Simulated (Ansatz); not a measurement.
# triplet C2H5ClSi: levels of theory compared

Wanted: a comparison of 6 runs (UHF/STO-3G, U-revPBE/def2-SVP, UBHLYP/def2-SVP, UBLYP/def2-SVP, RPA@PBE/def2-SVP, UCCSD(T)/def2-SVP) of triplet C2H5ClSi. 

The calculation is run with Ansatz 0.2.0.

84 further runs of the same task are left out: 84 set aside as unsound or not needed.

## (1) The system as given

The species is C2H5ClSi (9 atoms), meant as a triplet with charge 0. As SMILES of the parent species, `ClC1C[SiH2]1`. The shape is that of a PBE0-D4/def2-TZVP optimisation. That shape belongs to the parent species and isn't relaxed for this state.

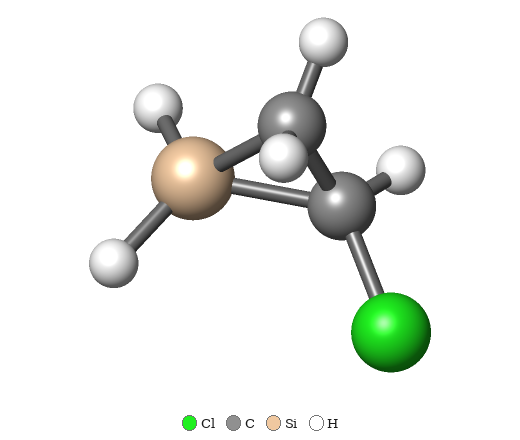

Viewed from a chosen angle; chlorine green, carbon grey, silicon light orange, hydrogen white.

## (2) A single-point energy at UHF/STO-3G (run 1)

Contents of run.yaml:

```yaml
crystal:
  periodic: [false, false, false]
  atoms:
    - {symbol: Cl, position_ang: [-0.610200, -0.416600, -2.254300]}
    - {symbol: C, position_ang: [-0.442600, 0.373500, -0.689900]}
    - {symbol: C, position_ang: [0.930400, 0.305100, -0.014300]}
    - {symbol: Si, position_ang: [-0.417500, -0.575100, 0.903900]}
    - {symbol: H, position_ang: [-0.899600, 1.356600, -0.714500]}
    - {symbol: H, position_ang: [1.659300, -0.322300, -0.518200]}
    - {symbol: H, position_ang: [1.345700, 1.248900, 0.324100]}
    - {symbol: H, position_ang: [-0.452800, -2.048100, 0.838700]}
    - {symbol: H, position_ang: [-1.023900, 0.031800, 2.107300]}
basis:
  gaussian:
    orbitals: STO-3G
magnetization:
  spin_polarized: true
  initial_magnetization: 2
hamiltonian:
  xc: hf
accuracy: high
output:
  orbitals: {seedname: orbitals}
```

Launch:

```bash
$ ansatz run run.yaml --threads 1 --pin off --max-ram 3480MiB --events-out events.jsonl --progress --plain --runs-dir runs
```

Standard output:

```text
Warning: RAYON_NUM_THREADS=1 ignored (pool sized by the plan → 1); use --threads N
Functional definition: HF
  name "HF"
  exchange = exact_x
  correlation = 0
686 factors; integrals over basis functions are off by at most 2.5e-9 eV
mean field evaluation 1: about -22244.6220 eV, gradient 1.2e1 eV
mean field evaluation 2: about -22244.8268 eV, gradient 1.2e1 eV
mean field evaluation 4: about -22247.0150 eV, gradient 2.3e0 eV
mean field evaluation 8: about -22247.6144 eV, gradient 8.6e-1 eV
mean field evaluation 16: about -22247.7271 eV, gradient 3.2e-8 eV
mean field evaluation 32: about -22246.8812 eV, gradient 3.6e0 eV
mean field evaluation 64: about -22247.2296 eV, gradient 1.8e0 eV
mean field -22247.72706888 eV, -817.5888897302 hartree, gradient 2.8e-8 eV, S^2 2.020005; 0 other end points of the search recorded, 0 dependent functions left out
reference -22247.72706888 eV, -817.5888897302 hartree; 25, 23 occupied and 8, 10 virtual orbitals, 686 factors
Total energy: -22247.72706888 eV, -817.5888897302 hartree
```

Wall time 0.75 s (1 thread of Intel Xeon Platinum 8488C (Sapphire Rapids), shared host); peak memory 0.11 GiB.

## (3) A single-point energy at U-revPBE/def2-SVP (run 2)

Contents of job.yaml:

```yaml
basis:
  gaussian:
    orbitals: def2-SVP
crystal:
  periodic: [false, false, false]
  atoms:
    - {symbol: Cl, position_ang: [-0.610200, -0.416600, -2.254300]}
    - {symbol: C, position_ang: [-0.442600, 0.373500, -0.689900]}
    - {symbol: C, position_ang: [0.930400, 0.305100, -0.014300]}
    - {symbol: Si, position_ang: [-0.417500, -0.575100, 0.903900]}
    - {symbol: H, position_ang: [-0.899600, 1.356600, -0.714500]}
    - {symbol: H, position_ang: [1.659300, -0.322300, -0.518200]}
    - {symbol: H, position_ang: [1.345700, 1.248900, 0.324100]}
    - {symbol: H, position_ang: [-0.452800, -2.048100, 0.838700]}
    - {symbol: H, position_ang: [-1.023900, 0.031800, 2.107300]}
magnetization:
  spin_polarized: true
  initial_magnetization: 2
hamiltonian:
  xc: {name: revPBE}
accuracy: high
output:
  orbitals: {seedname: orbitals}
```

Launch:

```bash
$ ansatz run job.yaml --threads 1 --pin off --max-ram 3480MiB --events-out events.jsonl --progress --plain --runs-dir runs
```

Standard output:

```text
Warning: RAYON_NUM_THREADS=1 ignored (pool sized by the plan → 1); use --threads N
Functional definition: revPBE
  name "revPBE"
  parameter kappa = 1.245
  parameter beta = 0.06672455060314922
  exchange = pbe_x(kappa = kappa, mu = beta*pi^2/3)
  correlation = pbe_c(beta = beta)
2017 factors; integrals over basis functions are off by at most 4.1e-9 eV
mean field evaluation 1: about -22524.3842 eV, gradient 4.7e1 eV
mean field evaluation 2: about -22472.7433 eV, gradient 9.7e1 eV
mean field evaluation 4: about -22530.7029 eV, gradient 2.8e1 eV
mean field evaluation 8: about -22537.2321 eV, gradient 2.8e-1 eV
mean field evaluation 16: about -22537.2262 eV, gradient 4.3e-4 eV
mean field evaluation 32: about -22534.9781 eV, gradient 9.0e0 eV
mean field -22537.22621399 eV, -828.2277870835 hartree, gradient 7.4e-8 eV, S^2 2.005067; 5 other end points of the search recorded, 0 dependent functions left out
reference -22537.22621805 eV, -828.2277872328 hartree; 25, 23 occupied and 64, 66 virtual orbitals, 2017 factors
Total energy: -22537.22621805 eV, -828.2277872328 hartree
```

Wall time 11 s (1 thread of Intel Xeon Platinum 8488C (Sapphire Rapids), shared host); peak memory 0.32 GiB.

Runs 3 to 5 aren't shown in full; the table further down has their settings and results.

## (4) The energy at UCCSD(T)/def2-SVP (run 6)

Contents of molecule.yaml:

```yaml
crystal:
  periodic: [false, false, false]
  atoms:
    - {symbol: Cl, position_ang: [-0.610200, -0.416600, -2.254300]}
    - {symbol: C, position_ang: [-0.442600, 0.373500, -0.689900]}
    - {symbol: C, position_ang: [0.930400, 0.305100, -0.014300]}
    - {symbol: Si, position_ang: [-0.417500, -0.575100, 0.903900]}
    - {symbol: H, position_ang: [-0.899600, 1.356600, -0.714500]}
    - {symbol: H, position_ang: [1.659300, -0.322300, -0.518200]}
    - {symbol: H, position_ang: [1.345700, 1.248900, 0.324100]}
    - {symbol: H, position_ang: [-0.452800, -2.048100, 0.838700]}
    - {symbol: H, position_ang: [-1.023900, 0.031800, 2.107300]}
basis:
  gaussian:
    orbitals: def2-SVP
magnetization:
  spin_polarized: true
  initial_magnetization: 2
correlation:
  method: ccsd_t
  frozen_orbitals: {C: 1, Cl: 5, H: 0, Si: 5}
accuracy: high
scf:
  omitted_lower_state_checks: [cluster_reference, increment]
```

Launch:

```bash
$ ansatz run molecule.yaml --threads 1 --pin off --max-ram 3480MiB --events-out events.jsonl --progress --plain --runs-dir runs
```

Standard output:

```text
Warning: RAYON_NUM_THREADS=1 ignored (pool sized by the plan → 1); use --threads N
[... 13 lines left out ...]
12 core orbitals not correlated: weight in the atoms' cores, before any rotation towards them, 1.000 or more for the frozen orbitals, at most 0.000 for the correlated occupied ones
[... 37 lines left out ...]
Total energy: -22506.76435552 eV, -827.1083344324 hartree
Checks for a lower state left out: cluster_reference, increment
```

It took 62 s on 1 thread of Intel Xeon Platinum 8488C (Sapphire Rapids), shared host; peak memory 0.94 GiB.

## (5) Overview of the runs

```tsv
run	level	frozen core orbitals	energy (Eh)	HOMO energy (eV)	⟨S²⟩	wall time
1	UHF/STO-3G	–	-817.588890	-0.98	2.020	0.75 s
2	U-revPBE/def2-SVP	–	-828.227787	-1.39	2.005	11 s
3	UBHLYP/def2-SVP	–	-828.319685	-2.83	2.012	14 s
4	UBLYP/def2-SVP	–	-828.329361	-1.13	2.004	11 s
5	RPA@PBE/def2-SVP	12	-827.364855	–	2.004	18 s
6	UCCSD(T)/def2-SVP	12	-827.108334	–	2.035	62 s
```

## (6) What came out

```
                                           quantity          value
                                run 6: total energy  -827.10833 Eh
run 6: correlation energy (12 core orbitals frozen)     -570.0 mEh
                              run 6: (T) correction     -18.84 mEh
           run 6: ⟨S²⟩ of the reference determinant          2.035
                               run 6: T1 diagnostic          0.025
```

**Reading.** Totals of different functionals can't be ranked against each other. In run 1 the basis is minimal, so the values are rough. All runs together took 2 min, the longest 62 s.
